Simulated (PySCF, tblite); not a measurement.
# C6H9NSi: dynamics, then NMR shifts on frames

How do NMR shifts of C6H9NSi (`C#C[SiH2]/N=C/C=C\C`) change as the atoms move?

The runs use tblite 0.8.0 and PySCF 2.14.0, with density-fitted response routines of our own; the level of theory stands in each step. All values are computed, except where a source is named. Atoms are numbered from 0 throughout.

### Step 1. Starting geometry

17 atoms, charge 0, multiplicity 1; geometry from: GFN2-xTB.

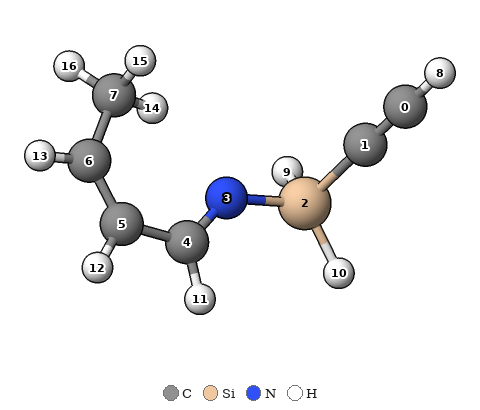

As it starts; carbon grey, silicon light orange, nitrogen blue, hydrogen white, atoms numbered.

### Step 2. Dynamics with GFN2-xTB

What the job is given:

```
{"job": {"kind": "md", "xc": "GFN2-xTB", "basis": "xTB", "temperature": 200, "steps": 2000, "every": 50, "frames": 5}, "charge": 0, "multiplicity": 1}
C      3.133584     2.135740     0.655674
C      2.755342     1.058306     0.282724
Si     2.192818    -0.603811    -0.309546
N      0.505141    -0.579794    -0.008871
C     -0.284761    -1.282368     0.678076
C     -1.712470    -1.057024     0.766391
C     -2.432748    -0.186892     0.047454
C     -1.913489     0.746436    -0.980979
H      3.457978     3.082055     0.982857
H      2.289939    -0.691972    -1.769475
H      3.014107    -1.632284     0.349816
H      0.065731    -2.137842     1.275863
H     -2.222877    -1.688031     1.482932
H     -3.502171    -0.144034     0.222210
H     -0.934313     0.430239    -1.327381
H     -1.807184     1.740431    -0.544790
H     -2.611626     0.822875    -1.812864
```

Method: GFN2-xTB Langevin dynamics, gas phase.

Command:

```sh
$ OMP_NUM_THREADS=1 python probes_run.py task.json out
```

The driver reads the jobs from task.json and runs them one after another.

Standard output:

```text
t/fs     T/K      E/eV
    0.0   172.7   -598.02894
   25.0   154.2   -597.81983
   50.0   176.1   -597.77435
   75.0   190.6   -597.78498
  100.0   128.6   -597.70439
  125.0   242.3   -597.68730
  150.0   236.6   -597.74645
  175.0   215.8   -597.70577
  200.0   188.9   -597.62323
  225.0   163.9   -597.51731
  250.0   179.0   -597.49214
  275.0   175.6   -597.52778
  300.0   164.5   -597.53984
  325.0   209.6   -597.61661
  350.0   205.6   -597.55849
  375.0   252.5   -597.57450
  400.0   215.6   -597.45362
  425.0   239.7   -597.62064
  450.0   213.7   -597.52860
  475.0   208.3   -597.40363
  500.0   222.5   -597.37933
  525.0   273.0   -597.59798
  550.0   238.9   -597.73525
  575.0   141.7   -597.56911
  600.0   167.8   -597.55223
  625.0   192.0   -597.63383
  650.0   185.0   -597.65733
  675.0   240.1   -597.64219
  700.0   197.1   -597.63481
  725.0   193.1   -597.66134
  750.0   178.5   -597.45913
  775.0   179.2   -597.39944
  800.0   236.8   -597.52406
  825.0   236.3   -597.49288
  850.0   297.2   -597.69888
  875.0   302.9   -597.68688
  900.0   212.6   -597.48303
  925.0   221.0   -597.59527
  950.0   204.0   -597.60941
  975.0   294.1   -597.73831
 1000.0   188.2   -597.54782
```

Wall time 17 s (1 thread of Intel Xeon Platinum 8375C at 2.90GHz, shared host); peak memory 0.18 GiB.

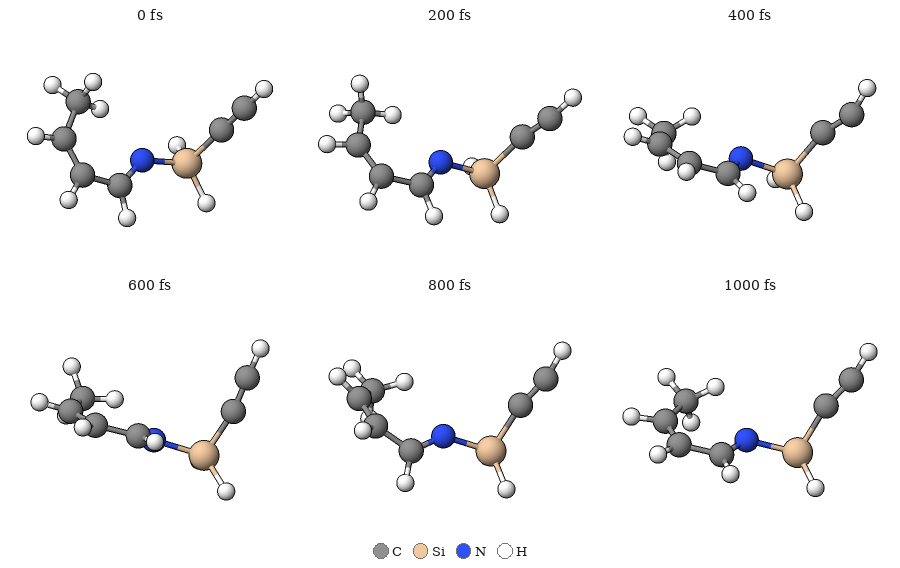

Frames of the run.

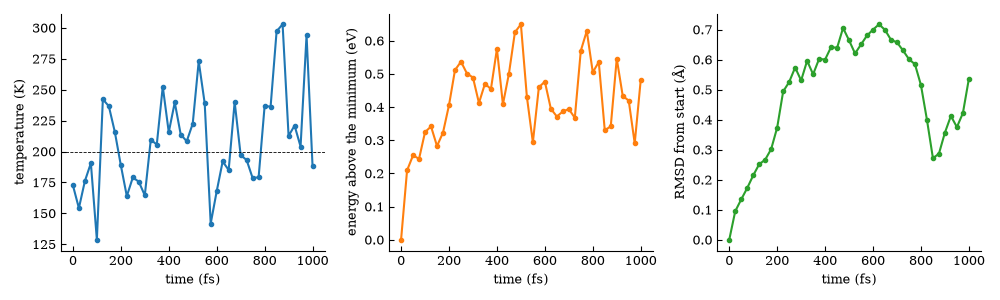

Temperature, potential energy and distance from the start.

Positions (Å) and forces (eV/Å) at 1000 fs:

```xyz
17

C     2.522    2.633    0.835   -0.071    0.959   -0.319
C     1.813    1.708    1.141    0.603    0.449   -0.058
Si    1.258   -0.020    1.359   -0.783   -0.539   -1.613
N    -0.437   -0.035    0.923    1.884   -0.013    0.285
C    -1.426   -0.367    1.606   -0.756   -0.009    1.095
C    -2.711   -0.529    0.969   -0.180    0.149    1.906
C    -2.889   -0.351   -0.312   -1.865   -0.141   -2.812
C    -1.927   -0.039   -1.410   -0.673    2.263    0.101
H     2.937    3.582    0.525   -0.240   -0.844    0.383
H     1.768   -0.727    0.113   -0.103    0.165    0.663
H     1.731   -0.635    2.574    0.072   -0.082    0.452
H    -1.394   -0.498    2.726   -0.095   -0.097   -0.686
H    -3.597   -0.694    1.593    0.515   -0.179   -0.062
H    -3.938   -0.535   -0.686    0.976    0.309    0.317
H    -1.216    0.778   -1.080   -0.673   -1.058   -0.399
H    -2.455    0.289   -2.345    0.285   -0.131    0.937
H    -1.405   -0.904   -1.669    1.104   -1.200   -0.189
```

### Step 3. Nuclear shieldings: 250 fs, PBE0/pcSseg-1

What the job is given:

```
{"job": {"kind": "nmr", "xc": "PBE0", "basis": "pcSseg-1", "pop": false}, "charge": 0, "multiplicity": 1}
C      3.447700     1.879500     0.414700
C      2.723900     0.988500     0.084500
Si     1.859300    -0.574400    -0.137300
N      0.116600    -0.549400     0.152300
C     -0.656200    -0.604000     1.157700
C     -2.101800    -0.683300     1.061600
C     -2.779800    -0.350000    -0.046100
C     -2.275000     0.302600    -1.302000
H      4.035000     2.786400     0.541200
H      1.991400    -1.103900    -1.550200
H      2.544800    -1.614800     0.578200
H     -0.253800    -0.810300     2.225300
H     -2.517300    -1.172800     1.875900
H     -3.874300    -0.518500    -0.043600
H     -1.225300     0.477700    -1.357000
H     -2.845700     1.224200    -1.428000
H     -2.579100    -0.377800    -2.061800
```

Method: GIAO PBE0/pcSseg-1 NMR shielding, non-relativistic, gas phase.

Standard output:

```text
coarse grid: 14784 points
cycle   1  E = -577.5430368445  dE =  9.162e-01  |g| = 5.710e-01  |ddm| = 3.843e+00
cycle   2  E = -577.4534516109  dE =  8.959e-02  |g| = 8.442e-01  |ddm| = 1.450e+00
cycle   3  E = -577.6124417644  dE = -1.590e-01  |g| = 2.152e-01  |ddm| = 1.019e+00
cycle   4  E = -577.6234316131  dE = -1.099e-02  |g| = 3.943e-02  |ddm| = 2.094e-01
cycle   5  E = -577.6236423712  dE = -2.108e-04  |g| = 2.920e-02  |ddm| = 4.850e-02
cycle   6  E = -577.6238490386  dE = -2.067e-04  |g| = 4.677e-03  |ddm| = 2.282e-02
cycle   7  E = -577.6238543273  dE = -5.289e-06  |g| = 1.037e-03  |ddm| = 5.143e-03
final grid: 138520 points
cycle   8  E = -577.6708574772  dE = -3.351e-05  |g| = 7.291e-03  |ddm| = 3.280e-02
cycle   9  E = -577.6708542329  dE =  3.244e-06  |g| = 8.210e-03  |ddm| = 1.609e-02
cycle  10  E = -577.6708713132  dE = -1.708e-05  |g| = 1.021e-03  |ddm| = 9.104e-03
cycle  11  E = -577.6708715032  dE = -1.900e-07  |g| = 4.674e-04  |ddm| = 1.352e-03
cycle  12  E = -577.6708715517  dE = -4.850e-08  |g| = 9.365e-05  |ddm| = 4.216e-04
cycle  13  E = -577.6708715533  dE = -1.561e-09  |g| = 5.515e-05  |ddm| = 1.145e-04
cycle  14  E = -577.6708715540  dE = -7.001e-10  |g| = 1.676e-05  |ddm| = 4.554e-05
converged SCF energy = -577.6708715540

GIAO shielding tensors (ppm)
atom      isotropic    diamagn.    paramagn.     s11        s22        s33       span
  0 C       80.164     264.668    -184.504     -4.668     -0.547    245.707    250.376
  1 C      101.574     257.272    -155.698      5.866     10.016    288.840    282.974
  2 Si     420.158     879.993    -459.835    371.841    417.865    470.767     98.926
  3 N     -113.987     334.314    -448.301   -521.981    -93.596    273.617    795.598
  4 C        3.732     251.907    -248.175    -85.555    -15.895    112.646    198.201
  5 C       53.682     259.094    -205.412    -52.753     66.639    147.160    199.914
  6 C       28.807     255.066    -226.259    -82.767     14.274    154.913    237.680
  7 C      166.691     245.795     -79.104    144.211    170.877    184.986     40.775
  8 H       28.604      31.666      -3.063     24.009     24.033     37.769     13.760
  9 H       25.732      27.851      -2.119     22.971     24.628     29.598      6.627
 10 H       26.658      28.172      -1.514     23.894     25.141     30.938      7.044
 11 H       21.832      29.030      -7.198     18.639     21.469     25.387      6.748
 12 H       25.849      31.945      -6.096     23.109     26.185     28.254      5.145
 13 H       24.941      27.142      -2.202     22.768     24.074     27.980      5.213
 14 H       27.503      31.095      -3.592     20.258     27.277     34.975     14.717
 15 H       29.994      28.010       1.984     26.184     28.128     35.672      9.488
 16 H       30.389      28.789       1.600     26.783     28.655     35.729      8.946
```

Wall time 40 s (1 thread of Intel Xeon Platinum 8375C at 2.90GHz, shared host); peak memory 0.83 GiB.

Shifts follow as δ = σ(reference) − σ, with reference shieldings (ppm) from runs at the same level and on the same kind of geometry: ¹H TMS 31.72, ¹³C TMS 186.9, ²⁹Si TMS 349.2, ¹⁵N NH3 267.7. The references are single molecules in the gas phase, so shifts against H2O, NH3, PH3, H3PO4 or CFCl3 are not on the usual liquid scales and can be off by tens of ppm. Each atom is listed at this fixed geometry, with no averaging over motion; a spectrum would average atoms that exchange fast.

```
atoms                           environment  σ (ppm)  δ (ppm)
   C4                            C=N carbon      3.7    183.2
   C6                             alkene CH     28.8    158.1
   C5                             alkene CH     53.7    133.2
   C0                terminal alkyne carbon     80.2    106.8
   C1                         alkyne carbon    101.6     85.4
   C7                 allylic methyl carbon    166.7     20.2
  H11              hydrogen on a C=N carbon    21.83     9.89
  H13              hydrogen on an alkene CH    24.94     6.78
   H9  hydrogen on a silicon bonded to C, N    25.73     5.98
  H12              hydrogen on an alkene CH    25.85     5.87
  H10  hydrogen on a silicon bonded to C, N    26.66     5.06
  H14  hydrogen on an allylic methyl carbon    27.50     4.21
   H8  hydrogen on a terminal alkyne carbon    28.60     3.11
  H15  hydrogen on an allylic methyl carbon    29.99     1.72
  H16  hydrogen on an allylic methyl carbon    30.39     1.33
  Si2           silicon bonded to C, N, 2 H    420.2    -71.0
   N3                        imine nitrogen   -114.0    381.7
```

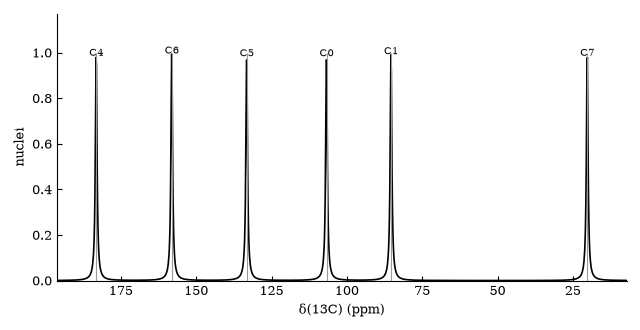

¹³C lines at the computed shifts, without couplings. Lines are broadened to a width of 0.65 ppm (Lorentzian).

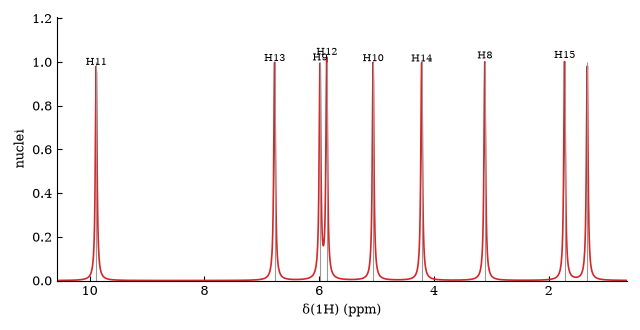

¹H lines at the computed shifts, without couplings. Lines are broadened to a width of 0.03 ppm (Lorentzian).

Orbitals, density, ELF and potential are computed afterwards from the orbital file.

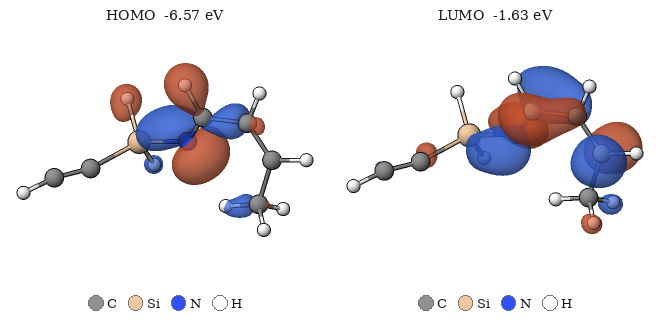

Frontier orbitals at PBE0/pcSseg-1; each surface holds 70 % of the orbital's density, blue and red mark the sign.

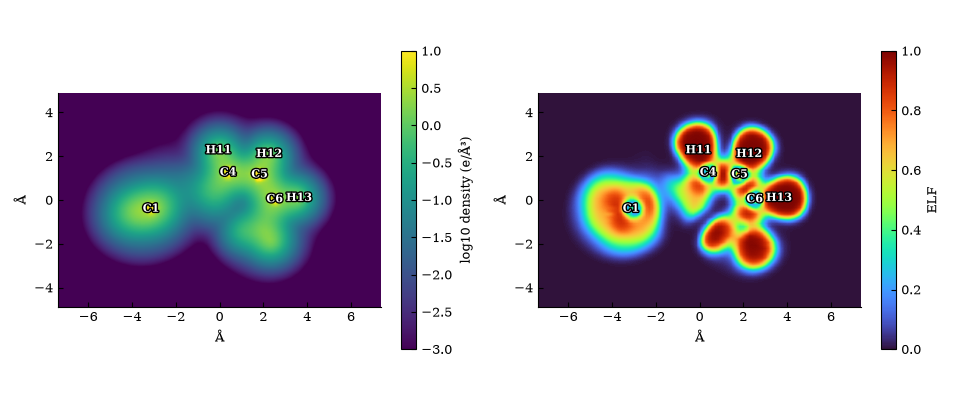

Density (left) and ELF (right) in a plane through or near 7 of the atoms.

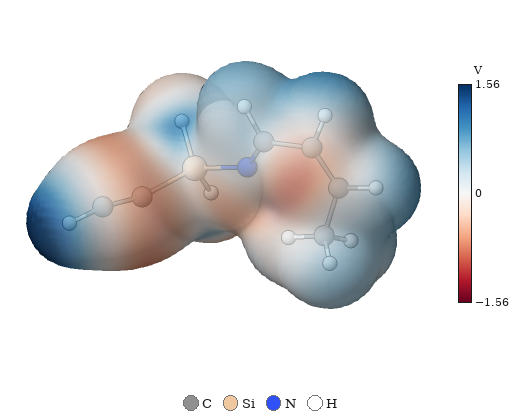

The potential that a unit positive charge feels on the 0.002 e/bohr³ surface, from the 1st to the 99th percentile, from -1.10 V near N3 to 1.56 V near H8.

### Step 4. Shielding tensors: 425 fs, PBE0/pcSseg-1

What the job is given:

```
{"job": {"kind": "nmr", "xc": "PBE0", "basis": "pcSseg-1", "pop": false}, "charge": 0, "multiplicity": 1}
C      2.932000     2.142000     0.522900
C      2.586900     1.045700     0.199300
Si     1.789100    -0.634200     0.231600
N      0.138700    -0.312100     0.188800
C     -0.668600    -0.312200     1.188300
C     -2.097300    -0.042500     1.142200
C     -2.882800    -0.108700     0.063800
C     -2.324300    -0.365100    -1.265000
H      3.545400     2.938800     0.866800
H      2.175300    -1.378700    -1.025600
H      2.350600    -1.419800     1.328200
H     -0.308200    -0.484900     2.195300
H     -2.538100     0.134300     2.085800
H     -3.963900    -0.081700     0.190800
H     -1.891900    -1.361800    -1.262900
H     -1.474000     0.257200    -1.446800
H     -3.045700    -0.334000    -2.043600
```

Method: GIAO PBE0/pcSseg-1 NMR shielding, non-relativistic, gas phase.

Standard output:

```text
coarse grid: 14784 points
cycle   1  E = -577.5436681545  dE =  1.021e+00  |g| = 5.805e-01  |ddm| = 3.838e+00
cycle   2  E = -577.4535533466  dE =  9.011e-02  |g| = 8.542e-01  |ddm| = 1.508e+00
cycle   3  E = -577.6164727398  dE = -1.629e-01  |g| = 2.125e-01  |ddm| = 1.042e+00
cycle   4  E = -577.6270164359  dE = -1.054e-02  |g| = 4.339e-02  |ddm| = 2.026e-01
cycle   5  E = -577.6272842456  dE = -2.678e-04  |g| = 3.091e-02  |ddm| = 5.326e-02
cycle   6  E = -577.6275178710  dE = -2.336e-04  |g| = 4.482e-03  |ddm| = 2.347e-02
cycle   7  E = -577.6275225771  dE = -4.706e-06  |g| = 1.046e-03  |ddm| = 4.515e-03
final grid: 138520 points
cycle   8  E = -577.6753317844  dE = -3.798e-05  |g| = 7.634e-03  |ddm| = 2.972e-02
cycle   9  E = -577.6753282305  dE =  3.554e-06  |g| = 8.592e-03  |ddm| = 1.572e-02
cycle  10  E = -577.6753467009  dE = -1.847e-05  |g| = 1.180e-03  |ddm| = 8.713e-03
cycle  11  E = -577.6753469823  dE = -2.814e-07  |g| = 4.466e-04  |ddm| = 1.349e-03
cycle  12  E = -577.6753470264  dE = -4.408e-08  |g| = 1.031e-04  |ddm| = 4.124e-04
cycle  13  E = -577.6753470281  dE = -1.738e-09  |g| = 6.831e-05  |ddm| = 1.340e-04
cycle  14  E = -577.6753470292  dE = -1.136e-09  |g| = 1.191e-05  |ddm| = 5.438e-05
cycle  15  E = -577.6753470293  dE = -2.751e-11  |g| = 5.751e-06  |ddm| = 1.314e-05
converged SCF energy = -577.6753470293

GIAO shielding tensors (ppm)
atom      isotropic    diamagn.    paramagn.     s11        s22        s33       span
  0 C       80.612     257.193    -176.581    -13.196      6.995    248.036    261.233
  1 C       90.717     268.265    -177.548    -20.689      6.055    286.786    307.474
  2 Si     411.538     881.429    -469.891    353.397    417.695    463.523    110.126
  3 N     -113.972     333.137    -447.110   -513.178   -110.524    281.786    794.964
  4 C        1.084     252.724    -251.640    -91.824    -25.018    120.093    211.916
  5 C       55.199     255.723    -200.524    -56.985     70.758    151.824    208.809
  6 C       29.940     256.785    -226.845    -86.483     15.520    160.784    247.267
  7 C      168.007     251.376     -83.369    147.150    177.395    179.476     32.326
  8 H       29.045      30.005      -0.960     23.765     24.791     38.579     14.814
  9 H       25.908      28.544      -2.635     23.429     24.436     29.859      6.430
 10 H       26.468      28.635      -2.167     23.824     24.879     30.701      6.877
 11 H       22.793      31.454      -8.662     20.186     21.767     26.425      6.239
 12 H       25.670      31.066      -5.397     23.019     24.943     29.046      6.027
 13 H       24.552      28.534      -3.982     22.760     23.377     27.518      4.758
 14 H       29.708      31.510      -1.802     26.436     28.772     33.917      7.481
 15 H       28.184      32.527      -4.343     22.315     28.741     33.496     11.181
 16 H       30.507      29.341       1.166     26.177     29.218     36.126      9.949
```

It took 30 s on 1 thread of Intel Xeon Platinum 8375C at 2.90GHz, shared host; peak memory 0.82 GiB.

In short: δ C4 185.8, C6 157.0, C5 131.7, C0 106.3, H11 8.92, H13 7.17 ppm.

### Step 5. NMR shieldings: 625 fs, PBE0/pcSseg-1

What the job is given:

```
{"job": {"kind": "nmr", "xc": "PBE0", "basis": "pcSseg-1", "pop": false}, "charge": 0, "multiplicity": 1}
C      2.652400     2.321400     0.500900
C      2.351300     1.191200     0.774300
Si     1.720500    -0.613000     0.874700
N      0.035000    -0.480100     0.573100
C     -0.920500    -0.079500     1.290100
C     -2.273600    -0.117400     0.792000
C     -2.714500    -0.243000    -0.483500
C     -1.931900    -0.311800    -1.715100
H      2.975300     3.313600     0.422800
H      2.325300    -1.379300    -0.181400
H      1.813600    -1.216800     2.205200
H     -0.801300     0.230800     2.315600
H     -3.028900    -0.252500     1.532300
H     -3.841800    -0.281000    -0.586100
H     -2.228100    -1.196300    -2.295600
H     -0.865100    -0.208300    -1.563300
H     -2.210500     0.515300    -2.371800
```

Level: GIAO PBE0/pcSseg-1 NMR shielding, non-relativistic, gas phase.

Standard output:

```text
coarse grid: 14784 points
cycle   1  E = -577.5426959911  dE =  9.427e-01  |g| = 5.832e-01  |ddm| = 3.856e+00
cycle   2  E = -577.4564720002  dE =  8.622e-02  |g| = 8.478e-01  |ddm| = 1.650e+00
cycle   3  E = -577.6184217931  dE = -1.619e-01  |g| = 1.940e-01  |ddm| = 1.120e+00
cycle   4  E = -577.6271305936  dE = -8.709e-03  |g| = 4.035e-02  |ddm| = 1.911e-01
cycle   5  E = -577.6273588541  dE = -2.283e-04  |g| = 2.861e-02  |ddm| = 5.108e-02
cycle   6  E = -577.6275603865  dE = -2.015e-04  |g| = 4.652e-03  |ddm| = 2.162e-02
cycle   7  E = -577.6275654565  dE = -5.070e-06  |g| = 1.042e-03  |ddm| = 4.735e-03
final grid: 138520 points
cycle   8  E = -577.6742366622  dE = -3.252e-05  |g| = 7.233e-03  |ddm| = 2.888e-02
cycle   9  E = -577.6742335767  dE =  3.086e-06  |g| = 8.091e-03  |ddm| = 1.609e-02
cycle  10  E = -577.6742504775  dE = -1.690e-05  |g| = 7.917e-04  |ddm| = 8.882e-03
cycle  11  E = -577.6742505640  dE = -8.646e-08  |g| = 4.923e-04  |ddm| = 1.065e-03
cycle  12  E = -577.6742506228  dE = -5.878e-08  |g| = 8.505e-05  |ddm| = 4.191e-04
cycle  13  E = -577.6742506240  dE = -1.259e-09  |g| = 5.024e-05  |ddm| = 1.085e-04
cycle  14  E = -577.6742506246  dE = -5.989e-10  |g| = 1.236e-05  |ddm| = 4.464e-05
converged SCF energy = -577.6742506246

GIAO shielding tensors (ppm)
atom      isotropic    diamagn.    paramagn.     s11        s22        s33       span
  0 C       85.913     257.318    -171.405     -1.480     10.057    249.163    250.642
  1 C       96.132     268.525    -172.394     -6.089      7.658    286.825    292.914
  2 Si     411.221     881.013    -469.793    358.672    431.384    443.605     84.933
  3 N     -111.695     336.193    -447.888   -513.856   -115.526    294.297    808.153
  4 C        7.324     252.614    -245.291    -85.441    -16.053    123.465    208.906
  5 C       51.369     257.120    -205.751    -56.817     61.559    149.366    206.183
  6 C       26.812     256.033    -229.221    -91.288     21.046    150.679    241.967
  7 C      168.111     248.178     -80.068    143.120    175.772    185.440     42.321
  8 H       30.043      32.069      -2.026     25.095     25.190     39.846     14.751
  9 H       26.480      29.755      -3.275     23.822     24.760     30.857      7.036
 10 H       26.542      28.187      -1.645     23.682     24.900     31.045      7.363
 11 H       22.808      31.217      -8.409     20.673     21.967     25.783      5.110
 12 H       25.716      30.118      -4.402     23.235     24.934     28.978      5.742
 13 H       24.551      26.595      -2.043     22.000     23.979     27.675      5.675
 14 H       29.540      28.334       1.206     26.055     27.433     35.132      9.077
 15 H       27.167      32.260      -5.093     20.301     27.150     34.049     13.748
 16 H       29.962      29.010       0.952     26.623     27.684     35.578      8.955
```

Run time: 29 s. Hardware: 1 thread of Intel Xeon Platinum 8375C at 2.90GHz, shared host; peak memory 0.86 GiB.

This run: δ C4 179.6, C6 160.1, C5 135.6, C0 101.0, H11 8.91, H13 7.17 ppm.

[end of part 1 of 2]
